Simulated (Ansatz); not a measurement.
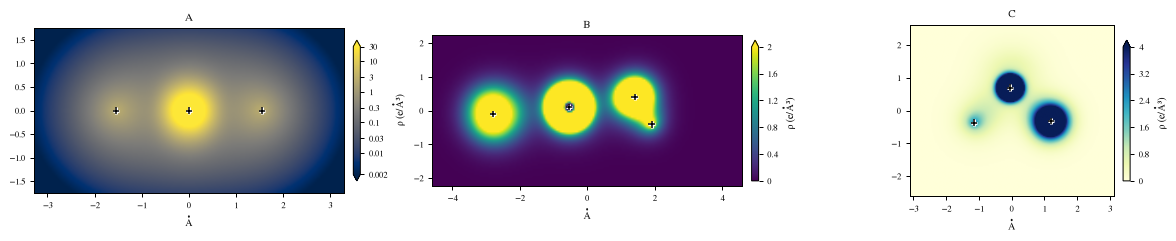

The total electron density of 3 systems, each on a plane through atoms (crosses mark nuclei in the plane).

Method: Ansatz, RKS PBE0-D4/def2-TZVPP.

System 1: H$_{2}$Zn, a plane that holds the molecular axis. Geometry: PBE0-D4/def2-TZVP.

```tsv
atom	x (Å)	y (Å)	z (Å)
Zn	-0.0037	-0.0216	-0.0044
H	0.5906	1.3242	0.4655
H	-0.5979	-1.3674	-0.4744
```

System 2: CdClHO (SMILES [OH][Cd][Cl]), the molecular plane. Geometry: PBE0-D4/def2-TZVP; core potentials replace the inner electrons of Cd.

```yaml
atoms:
  - { symbol: O, position_ang: [-0.9427, 0.7619, -0.7949] }
  - { symbol: Cd, position_ang: [0.5137, -0.1319, 0.1655] }
  - { symbol: Cl, position_ang: [2.2870, -1.0714, 1.2104] }
  - { symbol: H, position_ang: [-1.8025, 0.3811, -0.6012] }
```

System 3: FHSi, the molecular plane. Geometry: PBE0-D4/def2-TZVP.

```xyz
3

F    -1.0902    0.0244   -0.6023
Si    0.1868    0.6294    0.1738
H     0.8924   -0.7186    0.4153
```

> Which map belongs to which system?

Panel A is system 1, H$_{2}$Zn: the plane holds Zn and H. Zn–H (1.54 Å): ρ at the midpoint is about 1.1 e/Å³. Panel B is system 2, CdClHO: the plane holds O, Cd, Cl and H. Cd–O (1.96 Å): the density is about 0.85 e/Å³ at the midpoint. Panel C is system 3, FHSi: the plane holds F, Si and H. Si–F (1.61 Å): ρ at the midpoint is about 1.1 e/Å³.
